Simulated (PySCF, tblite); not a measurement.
# C3H6FNS: dynamics, then NMR shifts on frames

Aim: move C3H6FNS (`NC(=S)CCF`) away from its starting geometry and see how NMR shifts follow the geometry.

Programs: tblite 0.8.0 and PySCF 2.14.0, with density-fitted response routines of our own. Each step states its level of theory. These are calculated values for one molecule in the gas phase, unless marked as measured. Atoms count from 0, in the outputs and in this text.

## 1. The molecule as given

12 atoms, charge 0, multiplicity 1; geometry from: GFN2-xTB.

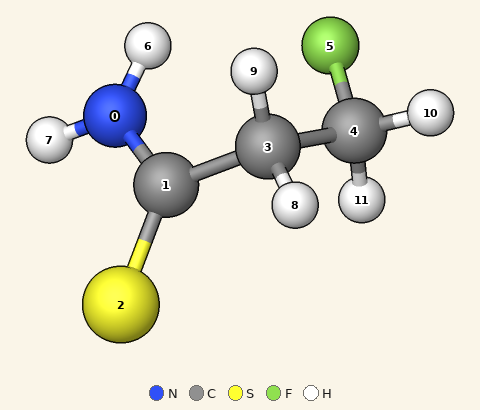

The starting geometry (nitrogen blue, carbon grey, sulfur yellow, fluorine green, hydrogen white), atoms numbered; sticks join atoms by distance.

## 2. Thermal motion with GFN2-xTB

Job settings and geometry (Å):

```
{"job": {"kind": "md", "xc": "GFN2-xTB", "basis": "xTB", "temperature": 200, "steps": 2000, "every": 50, "frames": 5}, "charge": 0, "multiplicity": 1}
N      1.558658     0.610953     0.527878
C      0.927998    -0.556869     0.348086
S      1.437722    -1.937006     1.066937
C     -0.276761    -0.531898    -0.554061
C     -1.432453     0.245456     0.072666
F     -1.134652     1.589263     0.121279
H      1.173560     1.474425     0.179629
H      2.329979     0.649500     1.174206
H     -0.604990    -1.554548    -0.734634
H     -0.014651    -0.067192    -1.508744
H     -2.342038     0.150656    -0.527129
H     -1.621174    -0.073425     1.102017
```

With the program's defaults for keys left out, this is: GFN2-xTB Langevin dynamics, gas phase.

Started as:

```sh
> OMP_NUM_THREADS=1 python probes_run.py task.json out
```

The driver reads the jobs from task.json and runs them one after another.

Output:

```text
t/fs     T/K      E/eV
    0.0   174.3   -554.42323
   25.0   125.6   -554.24191
   50.0   126.2   -554.27619
   75.0   161.9   -554.23933
  100.0   171.3   -554.24995
  125.0   107.2   -554.20400
  150.0   165.3   -554.28365
  175.0   105.7   -554.23223
  200.0   222.7   -554.22093
  225.0   201.0   -554.23520
  250.0   177.7   -554.17703
  275.0   192.1   -554.13769
  300.0   198.8   -554.12426
  325.0   219.4   -554.09274
  350.0   225.0   -554.12471
  375.0   159.0   -554.17002
  400.0   234.6   -554.16360
  425.0   225.2   -554.17159
  450.0   120.2   -554.14656
  475.0   207.9   -554.18281
  500.0   187.9   -554.16571
  525.0   161.7   -554.14916
  550.0   171.9   -554.10581
  575.0   153.3   -554.21319
  600.0   184.7   -554.20287
  625.0   190.0   -554.21668
  650.0   169.9   -554.18208
  675.0   175.4   -554.11738
  700.0   204.1   -554.15199
  725.0   182.2   -554.13362
  750.0   236.4   -554.30099
  775.0   139.1   -554.18419
  800.0   169.8   -554.17953
  825.0   154.9   -554.22976
  850.0   205.3   -554.24985
  875.0   224.8   -554.22037
  900.0   189.8   -554.20353
  925.0   192.4   -554.22583
  950.0   172.3   -554.19782
  975.0   181.8   -554.31312
 1000.0   129.7   -554.25089
```

Wall time 14 s (1 thread of Arm Neoverse N1, shared host); peak memory 0.18 GiB.

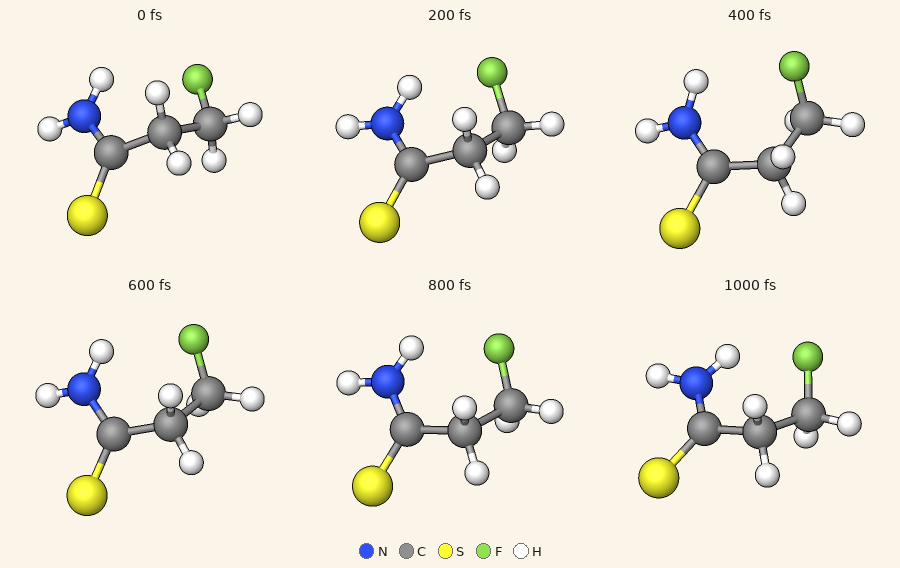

Frames of the run.

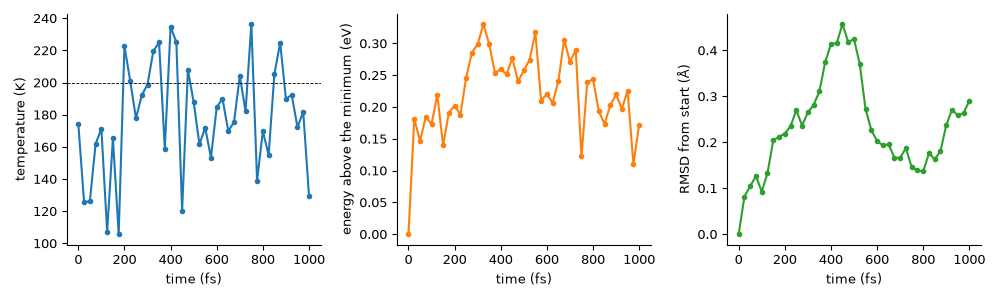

Temperature, potential energy and distance from the start.

Positions (Å) and forces (eV/Å) at 1000 fs:

```xyz
12

N     0.833    0.541    0.815    0.197   -0.465   -0.007
C     0.638   -0.790    0.816    0.096    1.038    0.446
S     1.680   -1.856    1.457    0.531   -0.282    0.158
C    -0.640   -1.237    0.213   -0.501    0.087    0.563
C    -1.851   -0.383    0.576   -0.472    0.106   -0.703
F    -1.776    0.881   -0.033   -0.295   -0.699    0.374
H     0.107    1.157    0.500    0.126    0.185   -0.107
H     1.724    0.904    1.094    0.118    0.128    0.153
H    -0.859   -2.209    0.627   -0.019   -0.579   -0.293
H    -0.426   -1.263   -0.841   -0.443   -0.206   -0.649
H    -2.795   -0.875    0.194    0.798    0.600    0.390
H    -1.889   -0.228    1.665   -0.136    0.089   -0.325
```

## 3. NMR shieldings: 250 fs, PBE0/pcSseg-1

Job settings and geometry (Å):

```
{"job": {"kind": "nmr", "xc": "PBE0", "basis": "pcSseg-1", "pop": false}, "charge": 0, "multiplicity": 1}
N      1.312900     0.770700     0.579700
C      0.652500    -0.440100     0.606100
S      1.343800    -1.723500     1.420800
C     -0.698000    -0.546400    -0.000800
C     -1.638600     0.627100     0.318000
F     -1.310900     1.768200    -0.336600
H      0.879000     1.595000     0.212800
H      2.232900     0.729000     0.897400
H     -1.252600    -1.366400     0.456100
H     -0.574300    -0.715900    -1.054900
H     -2.685900     0.393700    -0.006200
H     -1.721900     0.866700     1.378100
```

With the program's defaults for keys left out, this is: GIAO PBE0/pcSseg-1 NMR shielding, non-relativistic, gas phase.

Output:

```text
coarse grid: 10752 points
cycle   1  E = -670.1072943494  dE =  7.417e-01  |g| = 5.648e-01  |ddm| = 3.100e+00
cycle   2  E = -669.9666421732  dE =  1.407e-01  |g| = 9.572e-01  |ddm| = 1.587e+00
cycle   3  E = -670.1748334533  dE = -2.082e-01  |g| = 1.913e-01  |ddm| = 1.154e+00
cycle   4  E = -670.1830843261  dE = -8.251e-03  |g| = 5.472e-02  |ddm| = 2.343e-01
cycle   5  E = -670.1837846837  dE = -7.004e-04  |g| = 1.655e-02  |ddm| = 7.535e-02
cycle   6  E = -670.1838485984  dE = -6.391e-05  |g| = 3.320e-03  |ddm| = 1.959e-02
cycle   7  E = -670.1838505205  dE = -1.922e-06  |g| = 1.492e-03  |ddm| = 3.428e-03
final grid: 100200 points
cycle   8  E = -670.2259928432  dE = -2.436e-05  |g| = 9.670e-03  |ddm| = 2.442e-02
cycle   9  E = -670.2259300252  dE =  6.282e-05  |g| = 1.784e-02  |ddm| = 2.839e-02
cycle  10  E = -670.2260160234  dE = -8.600e-05  |g| = 1.727e-03  |ddm| = 2.124e-02
cycle  11  E = -670.2260168337  dE = -8.103e-07  |g| = 2.993e-04  |ddm| = 1.997e-03
cycle  12  E = -670.2260168480  dE = -1.434e-08  |g| = 1.199e-04  |ddm| = 2.879e-04
cycle  13  E = -670.2260168501  dE = -2.042e-09  |g| = 3.692e-05  |ddm| = 9.089e-05
cycle  14  E = -670.2260168504  dE = -3.247e-10  |g| = 8.633e-06  |ddm| = 4.760e-05
converged SCF energy = -670.2260168504

GIAO shielding tensors (ppm)
atom      isotropic    diamagn.    paramagn.     s11        s22        s33       span
  0 N      112.478     321.755    -209.277    -25.418    149.982    212.871    238.289
  1 C      -40.017     253.063    -293.080   -207.618    -35.845    123.412    331.030
  2 S       54.299    1055.977   -1001.678   -318.158     10.086    470.967    789.125
  3 C      139.440     246.985    -107.545    116.881    138.829    162.610     45.729
  4 C      101.938     239.944    -138.006     67.122     82.580    156.111     88.988
  5 F      426.649     474.466     -47.817    379.958    420.808    479.182     99.224
  6 H       24.851      33.008      -8.158     19.013     24.510     31.029     12.015
  7 H       25.270      32.696      -7.426     21.998     22.755     31.057      9.059
  8 H       28.899      29.658      -0.760     23.663     30.177     32.857      9.194
  9 H       28.678      29.442      -0.764     26.046     27.491     32.497      6.451
 10 H       26.404      26.703      -0.299     21.510     26.924     30.776      9.266
 11 H       26.870      28.360      -1.490     23.182     27.008     30.420      7.238
```

Wall time 20 s (1 thread of Arm Neoverse N1, shared host); peak memory 0.73 GiB.

The references, computed at this level on geometries of the same kind, shield at (ppm): 1H TMS 31.72, 13C TMS 186.9, 19F CFCl3 170.9, 15N NH3 267.7, 33S CS2 504. Their shielding less the atom's gives the shift. The references are single molecules in the gas phase, so shifts against H2O, NH3, PH3, H3PO4 or CFCl3 are not on the usual liquid scales and can be off by tens of ppm. Each atom is listed at this fixed geometry, with no averaging over motion; a spectrum would average atoms that exchange fast.

```csv
atoms,environment,σ (ppm),δ (ppm)
C1,thiocarbonyl carbon,-40.0,226.9
C4,sp3 CH2 bonded to F,101.9,85.0
C3,sp3 CH2,139.4,47.5
H6,hydrogen on a thioamide-type nitrogen,24.85,6.87
H7,hydrogen on a thioamide-type nitrogen,25.27,6.45
H10,hydrogen on an sp3 CH2 bonded to F,26.40,5.31
H11,hydrogen on an sp3 CH2 bonded to F,26.87,4.85
H9,hydrogen on an sp3 CH2,28.68,3.04
H8,hydrogen on an sp3 CH2,28.90,2.82
N0,thioamide-type nitrogen,112.5,155.3
S2,thione sulfur,54,449
F5,fluorine on an sp3 carbon,426.6,-255.7
```

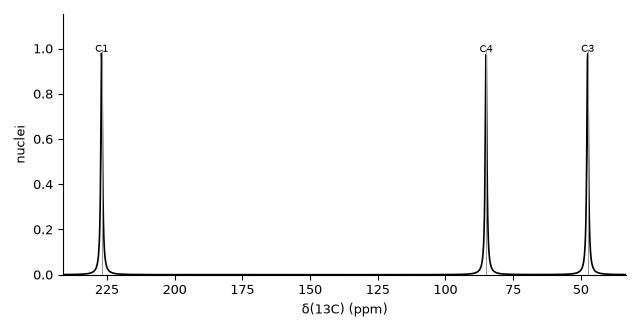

13C lines at the computed shifts, without couplings. Lines are broadened to a width of 0.72 ppm (Lorentzian).

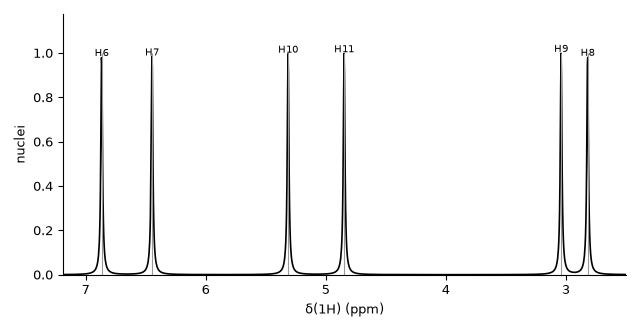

1H lines at the computed shifts, without couplings. Lines are broadened to a width of 0.02 ppm (Lorentzian).

## 4. Nuclear shieldings: 425 fs, PBE0/pcSseg-1

Job settings and geometry (Å):

```
{"job": {"kind": "nmr", "xc": "PBE0", "basis": "pcSseg-1", "pop": false}, "charge": 0, "multiplicity": 1}
N      1.248300     0.454200     0.806400
C      0.564200    -0.705000     0.929000
S      1.223500    -1.888200     1.870000
C     -0.850700    -0.713300     0.529400
C     -1.641500     0.620900     0.428800
F     -1.377000     1.336300    -0.727200
H      0.946100     1.079400     0.074900
H      2.260300     0.384800     0.995200
H     -1.381800    -1.355300     1.264700
H     -0.993900    -1.165000    -0.458700
H     -2.719600     0.401700     0.375500
H     -1.384500     1.290700     1.238400
```

Level: GIAO PBE0/pcSseg-1 NMR shielding, non-relativistic, gas phase.

Output:

```text
coarse grid: 10752 points
cycle   1  E = -670.1062638305  dE =  7.278e-01  |g| = 5.651e-01  |ddm| = 3.101e+00
cycle   2  E = -669.9752789845  dE =  1.310e-01  |g| = 9.468e-01  |ddm| = 1.609e+00
cycle   3  E = -670.1748050272  dE = -1.995e-01  |g| = 1.822e-01  |ddm| = 1.144e+00
cycle   4  E = -670.1821982145  dE = -7.393e-03  |g| = 5.619e-02  |ddm| = 2.267e-01
cycle   5  E = -670.1829432729  dE = -7.451e-04  |g| = 1.625e-02  |ddm| = 7.643e-02
cycle   6  E = -670.1830046128  dE = -6.134e-05  |g| = 3.070e-03  |ddm| = 1.951e-02
cycle   7  E = -670.1830062936  dE = -1.681e-06  |g| = 1.195e-03  |ddm| = 3.084e-03
final grid: 100200 points
cycle   8  E = -670.2247024845  dE = -2.814e-05  |g| = 9.981e-03  |ddm| = 2.681e-02
cycle   9  E = -670.2246398032  dE =  6.268e-05  |g| = 1.823e-02  |ddm| = 2.823e-02
cycle  10  E = -670.2247265543  dE = -8.675e-05  |g| = 1.750e-03  |ddm| = 2.117e-02
cycle  11  E = -670.2247273759  dE = -8.216e-07  |g| = 3.951e-04  |ddm| = 2.165e-03
cycle  12  E = -670.2247274009  dE = -2.504e-08  |g| = 1.225e-04  |ddm| = 2.876e-04
cycle  13  E = -670.2247274028  dE = -1.875e-09  |g| = 3.602e-05  |ddm| = 8.582e-05
cycle  14  E = -670.2247274031  dE = -3.095e-10  |g| = 5.645e-06  |ddm| = 4.973e-05
converged SCF energy = -670.2247274031

GIAO shielding tensors (ppm)
atom      isotropic    diamagn.    paramagn.     s11        s22        s33       span
  0 N      111.191     322.499    -211.308     -7.553    140.906    200.220    207.772
  1 C      -34.259     250.931    -285.190   -196.958    -34.395    128.577    325.535
  2 S       62.342    1055.669    -993.327   -285.807    -15.600    488.434    774.241
  3 C      137.226     247.933    -110.707    114.466    137.778    159.436     44.970
  4 C       98.400     240.746    -142.346     60.151     84.671    150.379     90.228
  5 F      416.956     475.215     -58.259    375.932    406.040    468.895     92.964
  6 H       25.627      33.722      -8.095     19.708     25.370     31.802     12.095
  7 H       24.251      30.354      -6.103     20.498     22.416     29.839      9.341
  8 H       27.752      28.560      -0.808     21.828     29.966     31.462      9.634
  9 H       28.122      29.276      -1.153     24.853     28.249     31.266      6.413
 10 H       26.613      26.831      -0.217     21.465     27.435     30.941      9.476
 11 H       26.716      28.602      -1.886     22.972     27.117     30.060      7.088
```

Wall time 20 s (1 thread of Arm Neoverse N1, shared host); peak memory 0.73 GiB.

This run: δ C1 221.2, C4 88.5, C3 49.7, N0 156.5, H7 7.47, H6 6.09 ppm.

[end of part 1 of 2]
